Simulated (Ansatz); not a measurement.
# HO2 (hydroperoxy): UB3LYP/6-31G(d) (spherical functions)

Aim: the vertical electron affinity of HO2 (hydroperoxy) at UB3LYP/6-31G* (spherical functions), from 2 runs. 

The calculation is run with Ansatz 0.2.0.

33 further runs of the same task are left out: 33 set aside as unsound or not needed.

**1. The structure to begin with**

HO2 has 3 atoms, charge 0, and is taken as a doublet. SMILES: `[O]O`. The shape is that of a PBE0-D4/def2-TZVP optimisation.

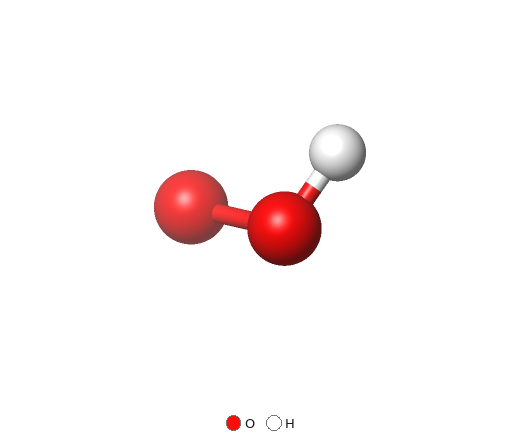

Viewed from a chosen angle; oxygen red, hydrogen white.

**2. The energy at UB3LYP/6-31G(d) (spherical functions)**

The input, in.yaml:

```yaml
crystal:
  periodic: [false, false, false]
  atoms:
    - {symbol: O, position_ang: [-0.355150, 0.941950, -0.088650]}
    - {symbol: O, position_ang: [-0.244540, -0.359400, -0.172440]}
    - {symbol: H, position_ang: [0.599690, -0.582550, 0.261090]}
basis:
  gaussian:
    orbitals: 6-31G_st_-spherical.json
magnetization:
  spin_polarized: true
  initial_magnetization: 1
hamiltonian:
  xc: {name: B3LYP}
accuracy: high
output: {orbitals: {seedname: orbitals}}
```

The basis set 6-31G* is read from a file made from the Basis Set Exchange's data (not shown).

Launch:

```
$ ansatz run in.yaml --threads 1 --pin off --max-ram 3480MiB --events-out events.jsonl --progress --plain --runs-dir runs
```

The program printed:

```text
Warning: RAYON_NUM_THREADS=1 ignored (pool sized by the plan → 1); use --threads N
Functional definition: B3LYP
  name "B3LYP"
  parameter a0 = 0.2
  parameter ax = 0.72
  parameter ac = 0.81
  exchange = (1 - a0 - ax)*slater_x + ax*b88_x + a0*exact_x
  correlation = (1 - ac)*vwn_rpa_c + ac*lyp_c
548 factors; integrals over basis functions are off by at most 5.8e-9 eV
mean field evaluation 1: about -4104.7727 eV, gradient 1.7e1 eV
mean field evaluation 2: about -4104.7932 eV, gradient 1.8e1 eV
mean field evaluation 4: about -4105.9653 eV, gradient 2.3e0 eV
mean field evaluation 8: about -4106.0702 eV, gradient 1.1e-1 eV
mean field evaluation 16: about -4106.0703 eV, gradient 8.9e-5 eV
mean field -4106.07030236 eV, -150.8953004173 hartree, gradient 1.4e-8 eV, S^2 0.752631; 1 other end points of the search recorded, 0 dependent functions left out
reference -4106.07031947 eV, -150.8953010461 hartree; 9, 8 occupied and 21, 22 virtual orbitals, 548 factors
Total energy: -4106.07031947 eV, -150.8953010461 hartree
```

Run time: 1.7 s. Hardware: 1 thread of Arm Neoverse V1, shared host; peak memory 0.12 GiB.

**3. The singlet anion**

The input, run.yaml:

```yaml
crystal:
  periodic: [false, false, false]
  atoms:
    - {symbol: O, position_ang: [-0.355150, 0.941950, -0.088650]}
    - {symbol: O, position_ang: [-0.244540, -0.359400, -0.172440]}
    - {symbol: H, position_ang: [0.599690, -0.582550, 0.261090]}
basis:
  gaussian:
    orbitals: 6-31G_st_-spherical.json
accuracy: high
magnetization:
  spin_polarized: false
total_charge: -1
output: {orbitals: {seedname: orbitals}}
hamiltonian:
  xc: {name: B3LYP}
```

The basis set 6-31G* is read from a file made from the Basis Set Exchange's data (not shown).

Launch:

```
$ ansatz run run.yaml --threads 1 --pin off --max-ram 3480MiB --events-out events.jsonl --progress --plain --runs-dir runs
```

The program printed, shortened:

```text
Warning: RAYON_NUM_THREADS=1 ignored (pool sized by the plan → 1); use --threads N
[... 7 set-up lines as earlier in the session ...]
550 factors; integrals over basis functions are off by at most 5.8e-9 eV
mean field evaluation 1: about -4103.8157 eV, gradient 2.7e1 eV
mean field evaluation 2: about -4103.0099 eV, gradient 3.6e1 eV
mean field evaluation 4: about -4105.0737 eV, gradient 8.7e-1 eV
mean field evaluation 8: about -4105.0751 eV, gradient 3.1e-3 eV
mean field evaluation 16: about -4105.0751 eV, gradient 3.3e-8 eV
mean field -4105.07512338 eV, -150.8587282645 hartree, gradient 3.5e-8 eV, S^2 0.000000; 0 other end points of the search recorded, 0 dependent functions left out
reference -4105.07514194 eV, -150.8587289464 hartree; 9, 9 occupied and 21, 21 virtual orbitals, 550 factors
Total energy: -4105.07514194 eV, -150.8587289464 hartree
```

Wall time 0.76 s (1 thread of Arm Neoverse V1, shared host); peak memory 0.093 GiB.

**4. Outcome**

At UB3LYP/6-31G* (spherical functions):

```
                                                            quantity          value
                                           doublet HO2: total energy  -150.89530 Eh
                     doublet HO2: HOMO energy (highest over α and β)       -7.31 eV
                      doublet HO2: LUMO energy (lowest over α and β)       -2.93 eV
                                                   doublet HO2: ⟨S²⟩          0.753
                                         singlet anion: total energy  -150.85873 Eh
                                          singlet anion: HOMO energy        4.91 eV
                                          singlet anion: LUMO energy        9.12 eV
singlet anion: HOMO–LUMO gap (to an unbound level, set by the basis)        4.21 eV
                   vertical electron affinity (to the singlet anion)      -0.995 eV
```

The anion lies 1.00 eV (22.9 kcal/mol) above the neutral: the electron isn't bound at this level, and such a value depends on the basis. Without diffuse functions anions come out too high. The HOMO (singlet anion) lies at positive energy, 4.91 eV; only total energies tell whether the electron is bound.
